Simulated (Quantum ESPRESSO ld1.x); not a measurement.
## Cd¹²⁺: atomic calculation

System: the cadmium ion Cd¹²⁺ in the configuration [Kr]. The speed of light is set to 102.777 atomic units.
Method: Dirac Kohn-Sham, revPBE, spin-unpolarised, spherical densities, point nucleus (Quantum ESPRESSO ld1.x 7.5).

**Key numbers**

| quantity | value |
| --- | --- |
| outcome | converged |
| total energy | −5663.0652 hartree |
| kinetic energy | 6205.6041 hartree |
| electron–nucleus energy | −13636.8348 hartree |
| Hartree energy | 1917.6045 hartree |
| exchange–correlation energy | −149.439034 hartree |
| radius at density 0.001 e/bohr³ | 1.97 bohr |
| SCF iterations | 23 |
| hardware | 1 CPU thread, shared host |
| wall time | 0.68 s |

**Remarks**

The speed of light is 0.75 times its true value, so the relativistic shifts and splittings are not those of the real element.

**The input**
```
 &input
    atom='Cd',
    iswitch=1,
    rel=2,
    dft='REVPBE',
    config='[Kr]',
    cau_fact=102.777,
    rel_dist='average',
    verbosity='high',
    lsmall=.true.,
    prefix='ld1',
    max_out_wfc=37,
    file_charge='ld1.rho',
 /
```

**Output**
```
     Program LD1 v.7.5 starts

     --------------------------- All-electron run ----------------------------

     dirac relativistic calculation

     atomic number is 48.00
     dft =REVPBE   lsd =0 sic =0 latt =0  beta=0.20 tr2=1.0E-14
     Exchange-correlation= REVPBE
                           (   1   4   4   4   0   0   0)
     mesh =2061 r(mesh) = 100.36354 a.u. xmin = -8.00 dx = 0.00800
     1 Ry =  13.60569312 eV, c = 102.77700000

     n l j   nl                  e(Ry)          e(Ha)          e(eV)
     Spin orbit split results
     1 0 0.5 1S 1( 2.00)   -2023.254757448   -1011.627378724 -27527.7833395
     2 0 0.5 2S 1( 2.00)    -322.276665772    -161.138332886  -4384.7974152
     2 1 0.5 2P 1( 2.00)    -300.963948999    -150.481974500  -4094.8231312
     2 1 1.5 2P 1( 4.00)    -274.165953860    -137.082976930  -3730.2178330
     3 0 0.5 3S 1( 2.00)     -75.519884932     -37.759942466  -1027.5003791
     3 1 0.5 3P 1( 2.00)     -67.110794769     -33.555397384   -913.0888789
     3 1 1.5 3P 1( 4.00)     -62.244175113     -31.122087557   -846.8751453
     4 0 0.5 4S 1( 2.00)     -25.509187487     -12.754593743   -347.0701768
     4 1 0.5 4P 1( 2.00)     -22.594423997     -11.297211999   -307.4127992
     4 1 1.5 4P 1( 4.00)     -21.546481137     -10.773240568   -293.1548102
     3 2 1.5 3D 1( 4.00)     -48.019922824     -24.009961412   -653.3443337
     3 2 2.5 3D 1( 6.00)     -47.093168834     -23.546584417   -640.7352033
     Averaged results
     1 0     1S 1( 2.00)   -2023.254757448   -1011.627378724 -27527.7833395
     2 0     2S 1( 2.00)    -322.276665772    -161.138332886  -4384.7974152
     2 1     2P 1( 6.00)    -283.098618907    -141.549309453  -3851.7529324
     3 0     3S 1( 2.00)     -75.519884932     -37.759942466  -1027.5003791
     3 1     3P 1( 6.00)     -63.866381665     -31.933190833   -868.9463898
     4 0     4S 1( 2.00)     -25.509187487     -12.754593743   -347.0701768
     4 1     4P 1( 6.00)     -21.895795423     -10.947897712   -297.9074732
     3 2     3D 1(10.00)     -47.463870430     -23.731935215   -645.7788555

     final scf error:  8.1E-15 reached in  23 iterations

     Etot =  -11326.130425 Ry,   -5663.065213 Ha, -154099.854839 eV

     Ekin =   12411.208277 Ry,    6205.604139 Ha,  168863.091108 eV
     Encl =  -27273.669633 Ry,  -13636.834817 Ha, -371077.179365 eV
     Eh   =    3835.208999 Ry,    1917.604499 Ha,   52180.676703 eV
     Exc  =    -298.878069 Ry,    -149.439034 Ha,   -4066.443284 eV

     normalization and overlap integrals

     s(1S/1S) =  1.000000  <r> =   0.0293  <r2> =    0.0012  r(max) =   0.0186
     LC norm =  0.94341915 + SC norm =  0.05658085 =  1.00000000
     s(1S/2S) = -0.000000
     s(1S/3S) = -0.000000
     s(1S/4S) =  0.000000
     s(2S/2S) =  1.000000  <r> =   0.1263  <r2> =    0.0190  r(max) =   0.1074
     LC norm =  0.98797333 + SC norm =  0.01202667 =  1.00000000
     s(2S/3S) =  0.000000
     s(2S/4S) =  0.000000
     s(2P/2P) =  1.000000  <r> =   0.1063  <r2> =    0.0140  r(max) =   0.0818
     LC norm =  0.98795500 + SC norm =  0.01204500 =  1.00000000
     s(2P/3P) =  0.000000
     s(2P/4P) =  0.000000
     s(2P/2P) =  1.000000  <r> =   0.1157  <r2> =    0.0163  r(max) =   0.0893
     LC norm =  0.98887661 + SC norm =  0.01112339 =  1.00000000
     s(2P/3P) =  0.000000
     s(2P/4P) =  0.000000
     s(3S/3S) =  1.000000  <r> =   0.3459  <r2> =    0.1372  r(max) =   0.3137
     LC norm =  0.99655076 + SC norm =  0.00344924 =  1.00000000
     s(3S/4S) =  0.000000
     s(3P/3P) =  1.000000  <r> =   0.3369  <r2> =    0.1322  r(max) =   0.2990
     LC norm =  0.99665314 + SC norm =  0.00334686 =  1.00000000
     s(3P/4P) =  0.000000
     s(3P/3P) =  1.000000  <r> =   0.3567  <r2> =    0.1478  r(max) =   0.3188
     LC norm =  0.99690194 + SC norm =  0.00309806 =  1.00000000
     s(3P/4P) =  0.000000
     s(4S/4S) =  1.000000  <r> =   0.7968  <r2> =    0.7134  r(max) =   0.7504
     LC norm =  0.99895357 + SC norm =  0.00104643 =  1.00000000
     s(4P/4P) =  1.000000  <r> =   0.8248  <r2> =    0.7691  r(max) =   0.7686
     LC norm =  0.99902998 + SC norm =  0.00097002 =  1.00000000
     s(4P/4P) =  1.000000  <r> =   0.8608  <r2> =    0.8369  r(max) =   0.8064
     LC norm =  0.99908615 + SC norm =  0.00091385 =  1.00000000
     s(3D/3D) =  1.000000  <r> =   0.3282  <r2> =    0.1282  r(max) =   0.2610
     LC norm =  0.99710884 + SC norm =  0.00289116 =  1.00000000
     s(3D/3D) =  1.000000  <r> =   0.3343  <r2> =    0.1327  r(max) =   0.2673
     LC norm =  0.99717706 + SC norm =  0.00282294 =  1.00000000

     LC charge = 35.73202639 + SC charge =  0.26797361 = 36.00000000

     ------------------------ End of All-electron run ------------------------
```

**Slater integrals of the outer shells (hartree)**

```
       integral   value
F0(4p3/2,4p3/2)  1.0421
F2(4p3/2,4p3/2)  0.5517
F0(4p3/2,4p1/2)  1.0639
F2(4p3/2,4p1/2)  0.5612
G0(4p3/2,4p1/2)  1.0505
G2(4p3/2,4p1/2)  0.5575
F0(4p3/2,4s1/2)  1.0807
G1(4p3/2,4s1/2)  0.7310
F0(4p3/2,3d5/2)  1.3326
F2(4p3/2,3d5/2)  0.3465
G1(4p3/2,3d5/2)  0.1130
G3(4p3/2,3d5/2)  0.1114
F0(4p3/2,3d3/2)  1.3363
F2(4p3/2,3d3/2)  0.3417
```

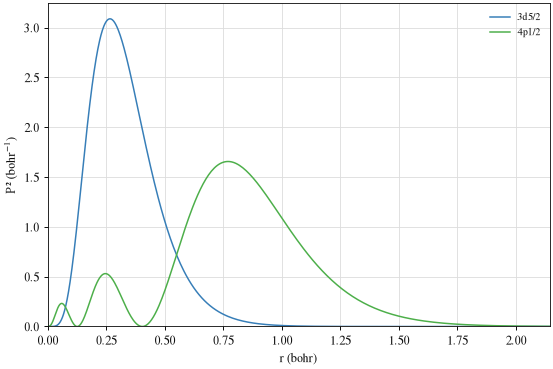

Figure 1. The radial probability densities P² (large components) of 4p1/2 and 3d5/2. 3d5/2: outer maximum at 0.267 bohr, ⟨r⟩ = 0.334 bohr, 0 nodes, eigenvalue −640.7 eV; 4p1/2: outer maximum at 0.769 bohr, ⟨r⟩ = 0.825 bohr, 2 nodes, eigenvalue −307.4 eV.

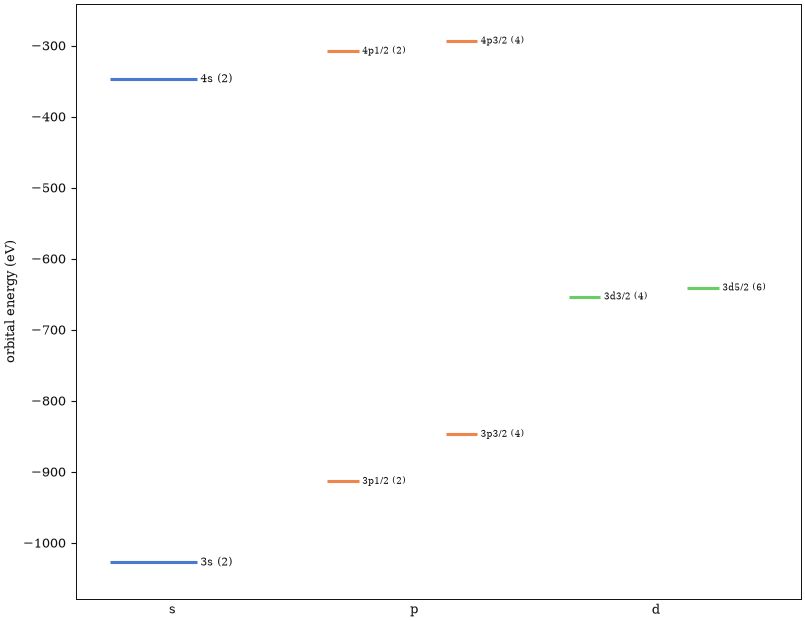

Figure 2. The outer levels are drawn by angular momentum (occupations in brackets, the lower j at the left of each column). The highest occupied level is 4p3/2 at −293.2 eV. The highest 7 occupied levels, from the top down, are 4p3/2 (−293.2 eV), 4p1/2 (−307.4 eV), 4s (−347.1 eV), 3d5/2 (−640.7 eV), 3d3/2 (−653.3 eV), 3p3/2 (−846.9 eV), 3p1/2 (−913.1 eV). Spin-orbit splittings: 4p 14.3 eV, 3d 12.6 eV, 3p 66.2 eV.
